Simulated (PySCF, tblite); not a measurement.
# C4H7B: dynamics, then NMR shifts and electronic excitations on frames

Aim: move C4H7B (`B/C=C/C=C`) away from its starting geometry and see how NMR shifts and electronic excitations follow the geometry.

Programs: tblite 0.8.0 and PySCF 2.14.0, with density-fitted response routines of our own. Each step states its level of theory. These are calculated values for one molecule in the gas phase, unless marked as measured. Atoms are numbered from 0 throughout.

## (1) The starting structure

12 atoms, charge 0, multiplicity 1; geometry from: GFN2-xTB.

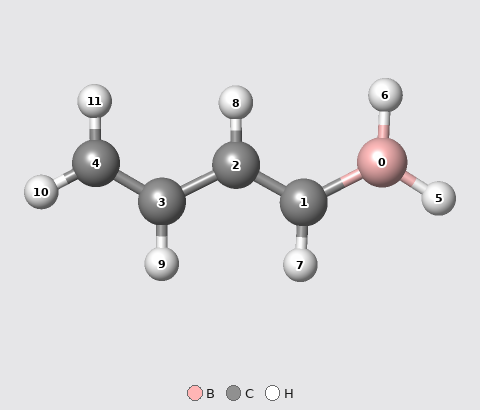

As it starts; boron pink, carbon grey, hydrogen white, atoms numbered; sticks join atoms by distance.

## (2) A short Langevin run with GFN2-xTB

Job settings and geometry (Å):

```
{"job": {"kind": "md", "xc": "GFN2-xTB", "basis": "xTB", "temperature": 400, "steps": 2000, "every": 50, "frames": 5}, "charge": 0, "multiplicity": 1}
B      2.522813    -0.015281    -0.369567
C      1.030700     0.000493    -0.726608
C      0.039580    -0.002216     0.188763
C     -1.365757     0.011302    -0.127689
C     -2.327104     0.009157     0.794192
H      3.332967    -0.016637    -1.213753
H      2.852118    -0.026209     0.753471
H      0.720723     0.013993    -1.767891
H      0.288002    -0.015591     1.243014
H     -1.623389     0.023675    -1.179596
H     -3.371255     0.019234     0.532076
H     -2.098200    -0.002607     1.847561
```

With the program's defaults for keys left out, this is: GFN2-xTB Langevin dynamics, gas phase.

Command:

```sh
$ OMP_NUM_THREADS=1 python probes_run.py task.json out
```

The driver reads the jobs from task.json and runs them one after another.

What it wrote:

```text
t/fs     T/K      E/eV
    0.0   348.7   -361.66671
   25.0   266.1   -361.27600
   50.0   395.7   -361.18654
   75.0   280.4   -361.05052
  100.0   355.7   -361.27193
  125.0   388.2   -361.35336
  150.0   363.3   -361.28945
  175.0   266.6   -361.17834
  200.0   292.1   -361.24538
  225.0   397.7   -361.21072
  250.0   369.4   -361.14986
  275.0   489.4   -361.20796
  300.0   442.8   -361.04055
  325.0   385.9   -361.03753
  350.0   419.3   -361.05370
  375.0   255.1   -361.02546
  400.0   438.0   -361.18673
  425.0   477.2   -361.03731
  450.0   477.2   -360.94488
  475.0   474.1   -360.94536
  500.0   427.3   -360.99199
  525.0   453.2   -361.13989
  550.0   363.4   -361.13631
  575.0   306.0   -361.15210
  600.0   437.2   -361.16821
  625.0   413.4   -361.20964
  650.0   490.2   -361.18913
  675.0   339.6   -360.83473
  700.0   609.5   -361.28568
  725.0   341.5   -361.03603
  750.0   351.1   -361.31098
  775.0   327.4   -361.28060
  800.0   324.5   -361.29363
  825.0   270.7   -361.16452
  850.0   349.3   -361.26932
  875.0   326.5   -361.11738
  900.0   482.9   -361.40814
  925.0   381.2   -361.19468
  950.0   499.5   -361.20997
  975.0   317.8   -361.12635
 1000.0   426.3   -361.18878
```

Run time: 7.1 s. Hardware: 1 thread of Arm Neoverse V1, shared host; peak memory 0.18 GiB.

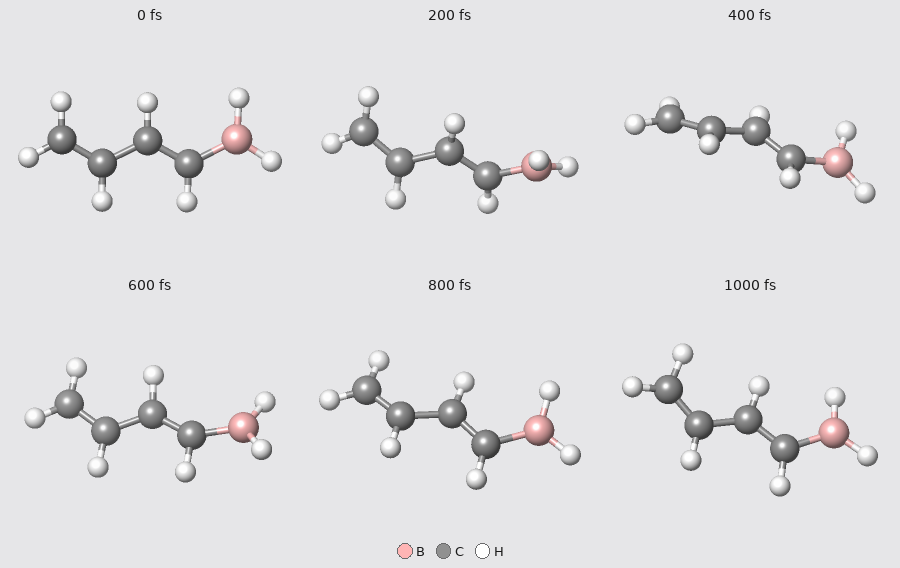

Frames of the run.

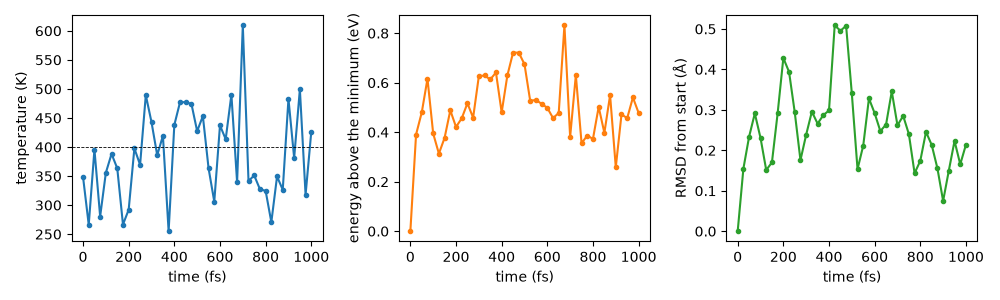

Temperature, potential energy and distance from the start.

Positions (Å) and forces (eV/Å) at 1000 fs:

```xyz
12

B     1.768   -0.325    0.183    0.484    0.258   -0.356
C     0.290   -0.518    0.088   -1.272   -0.847   -2.075
C    -0.525   -0.288    1.129    0.077    0.057   -0.252
C    -1.927   -0.465    1.315   -0.592   -0.507   -0.256
C    -2.528   -0.301    2.502    1.368    0.323    1.429
H     2.534   -0.497   -0.667    0.080   -0.233   -0.262
H     2.065    0.192    1.139    0.871    0.480    1.137
H    -0.111   -0.849   -0.898   -0.192    0.159    0.791
H     0.026    0.003    1.967    0.399    0.570    1.558
H    -2.409   -0.851    0.416   -0.396    0.087    0.374
H    -3.521   -0.607    2.832    0.341    0.321   -0.632
H    -1.869    0.099    3.371   -1.168   -0.668   -1.458
```

## (3) NMR shieldings: 250 fs, PBE0/pcSseg-1

Job settings and geometry (Å):

```
{"job": {"kind": "nmr", "xc": "PBE0", "basis": "pcSseg-1", "pop": false}, "charge": 0, "multiplicity": 1}
B      1.736900     0.117200    -0.509500
C      0.189200     0.250500    -0.409600
C     -0.495000     0.304600     0.752200
C     -1.888800     0.637000     0.691900
C     -2.654100     0.789300     1.719800
H      2.249100     0.716600    -1.404300
H      2.384700    -0.574000     0.130900
H     -0.403900     0.500700    -1.365800
H     -0.009800     0.379800     1.781500
H     -2.277900     0.972800    -0.257500
H     -3.731500     1.121500     1.530300
H     -2.349400     0.572900     2.737300
```

Level: GIAO PBE0/pcSseg-1 NMR shielding, non-relativistic, gas phase.

What it wrote:

```text
coarse grid: 9776 points
cycle   1  E = -181.0848957405  dE =  4.046e-01  |g| = 3.279e-01  |ddm| = 2.982e+00
cycle   2  E = -181.0882676949  dE = -3.372e-03  |g| = 3.228e-01  |ddm| = 6.096e-01
cycle   3  E = -181.1163224377  dE = -2.805e-02  |g| = 6.314e-02  |ddm| = 3.221e-01
cycle   4  E = -181.1171329865  dE = -8.105e-04  |g| = 2.992e-02  |ddm| = 7.292e-02
cycle   5  E = -181.1173728174  dE = -2.398e-04  |g| = 6.581e-03  |ddm| = 3.325e-02
cycle   6  E = -181.1173882931  dE = -1.548e-05  |g| = 1.312e-03  |ddm| = 8.423e-03
cycle   7  E = -181.1173886382  dE = -3.451e-07  |g| = 6.851e-04  |ddm| = 1.468e-03
final grid: 93648 points
cycle   8  E = -181.1463342087  dE = -2.371e-05  |g| = 5.344e-03  |ddm| = 2.521e-02
cycle   9  E = -181.1463344881  dE = -2.793e-07  |g| = 5.344e-03  |ddm| = 9.590e-03
cycle  10  E = -181.1463423829  dE = -7.895e-06  |g| = 5.070e-04  |ddm| = 4.742e-03
cycle  11  E = -181.1463424506  dE = -6.773e-08  |g| = 2.428e-04  |ddm| = 7.176e-04
cycle  12  E = -181.1463424666  dE = -1.601e-08  |g| = 6.272e-05  |ddm| = 2.382e-04
cycle  13  E = -181.1463424676  dE = -1.009e-09  |g| = 8.852e-06  |ddm| = 5.464e-05
cycle  14  E = -181.1463424677  dE = -1.899e-11  |g| = 3.223e-06  |ddm| = 1.181e-05
converged SCF energy = -181.1463424677

GIAO shielding tensors (ppm)
atom      isotropic    diamagn.    paramagn.     s11        s22        s33       span
  0 B       23.932     192.376    -168.444    -32.550    -25.247    129.592    162.141
  1 C       24.427     255.913    -231.486    -89.427     24.542    138.167    227.594
  2 C       26.669     254.801    -228.132    -77.853     19.112    138.747    216.600
  3 C       39.160     255.458    -216.298    -69.674     53.451    133.704    203.378
  4 C       55.464     253.221    -197.757    -51.341     64.584    153.149    204.490
  5 H       24.446      29.404      -4.958     18.844     26.745     27.750      8.906
  6 H       24.318      30.570      -6.252     17.063     27.272     28.619     11.556
  7 H       23.202      31.064      -7.862     19.212     23.543     26.851      7.638
  8 H       23.731      31.789      -8.058     21.183     23.447     26.563      5.380
  9 H       25.152      32.058      -6.906     22.409     23.946     29.100      6.691
 10 H       25.231      25.694      -0.463     23.444     23.853     28.397      4.953
 11 H       25.794      29.928      -4.134     23.189     25.496     28.697      5.509
```

Run time: 7.5 s. Hardware: 1 thread of Arm Neoverse V1, shared host; peak memory 0.55 GiB.

Shifts follow as δ = σ(reference) − σ, with reference shieldings (ppm) from runs at the same level and on the same kind of geometry: 1H TMS 31.72, 13C TMS 186.9, 11B BF3·OEt2 100.1. The references are single molecules in the gas phase. Each atom is listed at this fixed geometry, with no averaging over motion; a spectrum would average atoms that exchange fast.

| atoms | environment | σ (ppm) | δ (ppm) |
| --- | --- | --- | --- |
| C1 | alkene CH | 24.4 | 162.5 |
| C2 | alkene CH | 26.7 | 160.3 |
| C3 | alkene CH | 39.2 | 147.8 |
| C4 | terminal =CH2 carbon | 55.5 | 131.5 |
| H7 | hydrogen on an alkene CH | 23.20 | 8.52 |
| H8 | hydrogen on an alkene CH | 23.73 | 7.99 |
| H6 | hydrogen on a boron bonded to C | 24.32 | 7.40 |
| H5 | hydrogen on a boron bonded to C | 24.45 | 7.27 |
| H9 | hydrogen on an alkene CH | 25.15 | 6.57 |
| H10 | hydrogen on a terminal =CH2 carbon | 25.23 | 6.49 |
| H11 | hydrogen on a terminal =CH2 carbon | 25.79 | 5.92 |
| B0 | boron bonded to C, 2 H | 23.9 | 76.1 |

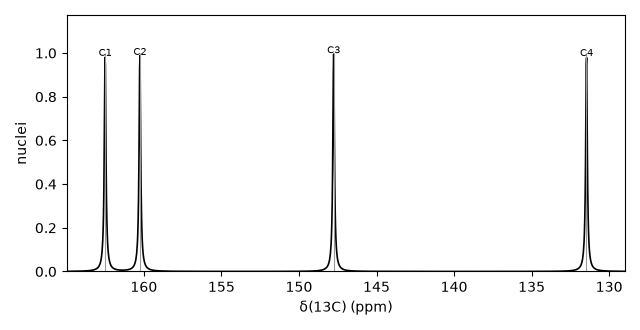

13C lines at the computed shifts, without couplings. Lines are broadened to a width of 0.12 ppm (Lorentzian).

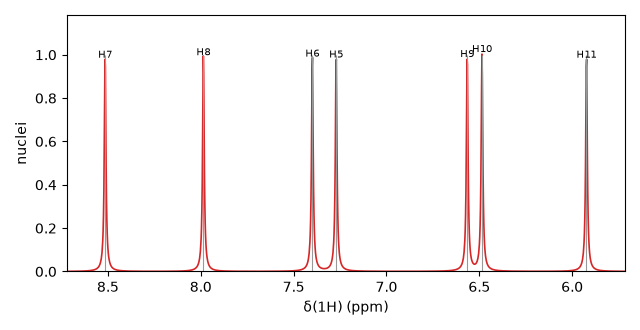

1H lines at the computed shifts, without couplings. Lines are broadened to a width of 0.01 ppm (Lorentzian).

## (4) Ultraviolet spectrum: 250 fs, PBE0/def2-SVPD

Same as in step 3 but for these lines:

```diff
@@ -1,2 +1,2 @@
-{"job": {"kind": "nmr", "xc": "PBE0", "basis": "pcSseg-1", "pop": false}, "charge": 0, "multiplicity": 1}
+{"job": {"kind": "uv", "xc": "PBE0", "basis": "def2-SVPD", "nstates": 5, "ntriplets": 0}, "charge": 0, "multiplicity": 1}
 B      1.736900     0.117200    -0.509500
```

Method: TDDFT PBE0/def2-SVPD, vertical, gas phase, core orbitals frozen in the response.

What it wrote:

```text
coarse grid: 9776 points
cycle   1  E = -180.9852349258  dE =  3.634e-01  |g| = 3.149e-01  |ddm| = 4.976e+00
cycle   2  E = -180.9880014931  dE = -2.767e-03  |g| = 3.114e-01  |ddm| = 1.276e+00
cycle   3  E = -181.0149048915  dE = -2.690e-02  |g| = 6.282e-02  |ddm| = 5.310e-01
cycle   4  E = -181.0157069702  dE = -8.021e-04  |g| = 3.130e-02  |ddm| = 1.355e-01
cycle   5  E = -181.0159788914  dE = -2.719e-04  |g| = 6.191e-03  |ddm| = 6.374e-02
cycle   6  E = -181.0159930375  dE = -1.415e-05  |g| = 1.394e-03  |ddm| = 1.538e-02
cycle   7  E = -181.0159934567  dE = -4.192e-07  |g| = 6.908e-04  |ddm| = 2.997e-03
final grid: 93648 points
cycle   8  E = -181.0446551535  dE = -2.424e-05  |g| = 5.042e-03  |ddm| = 9.336e-02
cycle   9  E = -181.0446551640  dE = -1.054e-08  |g| = 5.132e-03  |ddm| = 2.003e-02
cycle  10  E = -181.0446627530  dE = -7.589e-06  |g| = 5.018e-04  |ddm| = 8.690e-03
cycle  11  E = -181.0446628208  dE = -6.787e-08  |g| = 2.408e-04  |ddm| = 1.345e-03
cycle  12  E = -181.0446628368  dE = -1.601e-08  |g| = 5.640e-05  |ddm| = 3.962e-04
cycle  13  E = -181.0446628377  dE = -8.474e-10  |g| = 9.833e-06  |ddm| = 1.271e-04
converged SCF energy = -181.0446628377

Static polarisability (au): isotropic 74.468, principal 43.507 58.051 121.845

Singlet excitations
state   eV       nm        f      main configurations
  1   4.4566    278.2   0.41396   H->L 0.91
  2   5.2970    234.1   0.02097   H-1->L 0.86
  3   5.6359    220.0   0.04285   H-2->L 0.85
  4   6.4100    193.4   0.02148   H-3->L 0.70
  5   6.6819    185.6   0.25536   H->L+1 0.84
```

Wall time 11 s (1 thread of Arm Neoverse V1, shared host); peak memory 0.66 GiB.

Frontier orbitals and where they lie:

| orbital | eV | atoms |
| --- | --- | --- |
| HOMO−3 | -9.77 | C2 22 %, C3 20 %, C1 17 % |
| HOMO−2 | -9.38 | B0 30 %, H6 18 %, C1 18 % |
| HOMO−1 | -9.08 | B0 25 %, C1 17 %, H5 14 % |
| HOMO | -7.16 | C1 25 %, C4 22 %, C2 18 % |
| LUMO | -2.18 | B0 31 %, C2 18 %, C1 16 % |
| LUMO+1 | 0.19 | B0 26 %, C1 20 %, C4 16 % |
| LUMO+2 | 0.94 | B0 39 %, C4 13 %, C3 10 % |

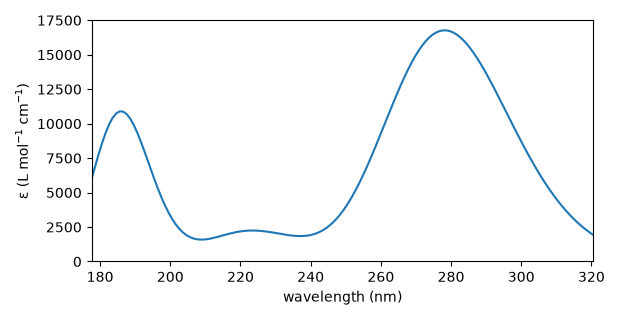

Absorption spectrum: each of the 5 states is a Gaussian band of 0.4 eV half-width at 1/e. Beyond the last state computed it falls off for lack of states.

Ground-state properties from the same run:

| property | computed |
| --- | --- |
| dipole moment (D) | 1.51 |
| polarisability (Å³) | 11.03 |
| HOMO–LUMO gap (eV) | 4.99 |
| −ε(HOMO) (eV) | 7.16 |

## (5) NMR shieldings: 425 fs, PBE0/pcSseg-1

Job settings and geometry (Å):

```
{"job": {"kind": "nmr", "xc": "PBE0", "basis": "pcSseg-1", "pop": false}, "charge": 0, "multiplicity": 1}
B      1.453600     0.487100    -0.335100
C      0.183800    -0.256300     0.164900
C     -0.730400     0.246500     1.029300
C     -2.082600    -0.229500     1.399800
C     -2.901900     0.661700     2.012800
H      1.510400     0.715400    -1.490300
H      2.301800     0.855500     0.318000
H     -0.048800    -1.128800    -0.405900
H     -0.380200     1.126900     1.534800
H     -2.322500    -1.205100     1.200600
H     -3.943000     0.409300     2.393300
H     -2.774800     1.683000     1.867700
```

Level: GIAO PBE0/pcSseg-1 NMR shielding, non-relativistic, gas phase.

What it wrote:

```text
coarse grid: 9776 points
cycle   1  E = -181.0803221697  dE =  3.744e-01  |g| = 2.970e-01  |ddm| = 2.980e+00
cycle   2  E = -181.0840599917  dE = -3.738e-03  |g| = 2.891e-01  |ddm| = 5.531e-01
cycle   3  E = -181.1063595748  dE = -2.230e-02  |g| = 5.954e-02  |ddm| = 3.000e-01
cycle   4  E = -181.1070786477  dE = -7.191e-04  |g| = 2.974e-02  |ddm| = 7.169e-02
cycle   5  E = -181.1073190915  dE = -2.404e-04  |g| = 6.130e-03  |ddm| = 3.157e-02
cycle   6  E = -181.1073308880  dE = -1.180e-05  |g| = 1.335e-03  |ddm| = 6.562e-03
cycle   7  E = -181.1073312497  dE = -3.617e-07  |g| = 5.830e-04  |ddm| = 1.367e-03
final grid: 93648 points
cycle   8  E = -181.1364845795  dE = -2.946e-05  |g| = 6.343e-03  |ddm| = 2.581e-02
cycle   9  E = -181.1364833117  dE =  1.268e-06  |g| = 6.726e-03  |ddm| = 1.263e-02
cycle  10  E = -181.1364956128  dE = -1.230e-05  |g| = 1.406e-03  |ddm| = 6.922e-03
cycle  11  E = -181.1364961399  dE = -5.271e-07  |g| = 2.151e-04  |ddm| = 1.225e-03
cycle  12  E = -181.1364961508  dE = -1.099e-08  |g| = 5.286e-05  |ddm| = 1.896e-04
cycle  13  E = -181.1364961516  dE = -7.463e-10  |g| = 1.682e-05  |ddm| = 5.405e-05
converged SCF energy = -181.1364961516

GIAO shielding tensors (ppm)
atom      isotropic    diamagn.    paramagn.     s11        s22        s33       span
  0 B       19.280     193.254    -173.974    -38.346    -32.533    128.718    167.064
  1 C       32.804     258.509    -225.705    -68.589     10.619    156.382    224.971
  2 C       39.796     255.616    -215.820    -64.183     28.534    155.037    219.221
  3 C       37.733     252.805    -215.072    -79.439     35.064    157.574    237.013
  4 C       50.120     252.318    -202.197    -61.870     50.457    161.773    223.643
  5 H       24.086      30.196      -6.110     17.791     26.390     28.076     10.285
  6 H       24.136      30.978      -6.842     16.730     26.725     28.953     12.223
  7 H       24.786      33.897      -9.111     20.466     26.328     27.565      7.099
  8 H       25.277      34.623      -9.347     21.202     24.981     29.647      8.445
  9 H       25.325      32.147      -6.821     21.486     25.930     28.560      7.074
 10 H       25.127      25.438      -0.310     23.012     24.662     27.707      4.695
 11 H       26.272      31.873      -5.601     22.438     26.467     29.912      7.474
```

Run time: 6.7 s. Hardware: 1 thread of Arm Neoverse V1, shared host; peak memory 0.57 GiB.

In short: δ C1 154.1, C3 149.2, C2 147.1, C4 136.8, H5 7.63, H6 7.58 ppm.

## (6) Excited states and response: 425 fs, PBE0/def2-SVPD

Same as in step 5 but for these lines:

```diff
@@ -1,2 +1,2 @@
-{"job": {"kind": "nmr", "xc": "PBE0", "basis": "pcSseg-1", "pop": false}, "charge": 0, "multiplicity": 1}
+{"job": {"kind": "uv", "xc": "PBE0", "basis": "def2-SVPD", "nstates": 5, "ntriplets": 0}, "charge": 0, "multiplicity": 1}
 B      1.453600     0.487100    -0.335100
```

With the program's defaults for keys left out, this is: TDDFT PBE0/def2-SVPD, vertical, gas phase, core orbitals frozen in the response.

What it wrote:

```text
coarse grid: 9776 points
cycle   1  E = -180.9802531351  dE =  3.323e-01  |g| = 2.857e-01  |ddm| = 5.581e+00
cycle   2  E = -180.9832749942  dE = -3.022e-03  |g| = 2.801e-01  |ddm| = 1.377e+00
cycle   3  E = -181.0049043663  dE = -2.163e-02  |g| = 5.926e-02  |ddm| = 5.998e-01
cycle   4  E = -181.0056108295  dE = -7.065e-04  |g| = 3.131e-02  |ddm| = 1.332e-01
cycle   5  E = -181.0058873074  dE = -2.765e-04  |g| = 5.744e-03  |ddm| = 6.483e-02
cycle   6  E = -181.0058978791  dE = -1.057e-05  |g| = 1.332e-03  |ddm| = 1.224e-02
cycle   7  E = -181.0058982595  dE = -3.804e-07  |g| = 5.507e-04  |ddm| = 2.775e-03
final grid: 93648 points
cycle   8  E = -181.0347779588  dE = -2.817e-05  |g| = 6.068e-03  |ddm| = 1.123e-01
cycle   9  E = -181.0347762638  dE =  1.695e-06  |g| = 6.573e-03  |ddm| = 2.862e-02
cycle  10  E = -181.0347884988  dE = -1.224e-05  |g| = 1.364e-03  |ddm| = 1.449e-02
cycle  11  E = -181.0347890067  dE = -5.079e-07  |g| = 1.933e-04  |ddm| = 2.418e-03
cycle  12  E = -181.0347890159  dE = -9.201e-09  |g| = 4.604e-05  |ddm| = 3.934e-04
cycle  13  E = -181.0347890165  dE = -5.824e-10  |g| = 1.668e-05  |ddm| = 1.157e-04
converged SCF energy = -181.0347890165

Static polarisability (au): isotropic 73.844, principal 45.786 54.878 120.867

Singlet excitations
state   eV       nm        f      main configurations
  1   4.1852    296.2   0.26128   H->L 0.86, H->L+1 0.10
  2   5.5574    223.1   0.30915   H->L+1 0.81
  3   5.6293    220.2   0.00069   H-2->L 0.96
  4   5.7849    214.3   0.10129   H-1->L 0.77
  5   6.5340    189.8   0.00258   H-3->L 0.56, H->L+2 0.20, H->L+3 0.12
```

It took 11 s on 1 thread of Arm Neoverse V1, shared host; peak memory 0.66 GiB.

In short: HOMO -6.85 eV, LUMO -1.95 eV; lowest singlet 4.19 eV.

## (7) Shielding tensors: 625 fs, PBE0/pcSseg-1

Job settings and geometry (Å):

```
{"job": {"kind": "nmr", "xc": "PBE0", "basis": "pcSseg-1", "pop": false}, "charge": 0, "multiplicity": 1}
B      1.641100    -0.864300     0.358300
C      0.136800    -0.557500     0.154700
C     -0.536800     0.092100     1.083100
C     -1.967700     0.224200     0.975000
C     -2.866300     0.601100     1.903800
H      2.256600    -1.711800    -0.223700
H      2.062800    -0.108400     1.130900
H     -0.286800    -1.049800    -0.655500
H      0.015100     0.589500     1.887000
H     -2.407300    -0.001200     0.046600
H     -3.867100     0.749600     1.524700
H     -2.545700     0.897400     2.905200
```

With the program's defaults for keys left out, this is: GIAO PBE0/pcSseg-1 NMR shielding, non-relativistic, gas phase.

What it wrote:

```text
coarse grid: 9776 points
cycle   1  E = -181.0864109461  dE =  4.737e-01  |g| = 3.413e-01  |ddm| = 3.004e+00
cycle   2  E = -181.0827071888  dE =  3.704e-03  |g| = 3.687e-01  |ddm| = 6.770e-01
cycle   3  E = -181.1190226275  dE = -3.632e-02  |g| = 9.105e-02  |ddm| = 4.043e-01
cycle   4  E = -181.1211607202  dE = -2.138e-03  |g| = 2.401e-02  |ddm| = 9.325e-02
cycle   5  E = -181.1213135527  dE = -1.528e-04  |g| = 7.308e-03  |ddm| = 2.734e-02
cycle   6  E = -181.1213287265  dE = -1.517e-05  |g| = 2.036e-03  |ddm| = 7.263e-03
cycle   7  E = -181.1213297144  dE = -9.879e-07  |g| = 7.101e-04  |ddm| = 2.329e-03
final grid: 93648 points
cycle   8  E = -181.1505195008  dE = -2.702e-05  |g| = 6.572e-03  |ddm| = 2.684e-02
cycle   9  E = -181.1505173220  dE =  2.179e-06  |g| = 7.164e-03  |ddm| = 1.255e-02
cycle  10  E = -181.1505311821  dE = -1.386e-05  |g| = 1.451e-03  |ddm| = 7.098e-03
cycle  11  E = -181.1505317464  dE = -5.643e-07  |g| = 2.047e-04  |ddm| = 1.276e-03
cycle  12  E = -181.1505317561  dE = -9.744e-09  |g| = 5.773e-05  |ddm| = 1.983e-04
cycle  13  E = -181.1505317570  dE = -8.921e-10  |g| = 2.413e-05  |ddm| = 6.807e-05
converged SCF energy = -181.1505317570

GIAO shielding tensors (ppm)
atom      isotropic    diamagn.    paramagn.     s11        s22        s33       span
  0 B       24.346     194.624    -170.277    -34.134    -14.886    122.059    156.193
  1 C       35.872     256.106    -220.234    -75.242      3.195    179.661    254.903
  2 C       25.571     256.244    -230.674    -77.731     14.302    140.141    217.873
  3 C       33.722     255.269    -221.547    -90.137     45.928    145.375    235.512
  4 C       49.545     254.503    -204.958    -73.073     61.049    160.660    233.733
  5 H       24.027      29.547      -5.520     18.306     26.385     27.390      9.084
  6 H       24.781      31.316      -6.535     16.736     28.009     29.598     12.861
  7 H       24.614      35.052     -10.438     19.242     25.660     28.941      9.698
  8 H       23.992      33.015      -9.022     21.171     24.013     26.793      5.622
  9 H       25.090      33.989      -8.899     21.353     23.911     30.007      8.654
 10 H       25.381      27.929      -2.547     22.056     24.871     29.217      7.161
 11 H       25.274      29.507      -4.233     21.645     25.239     28.938      7.293
```

Wall time 6.8 s (1 thread of Arm Neoverse V1, shared host); peak memory 0.56 GiB.

Key values: δ C2 161.4, C3 153.2, C1 151.1, C4 137.4, H8 7.72, H5 7.69 ppm.

(Part 1 of 2 ends here.)
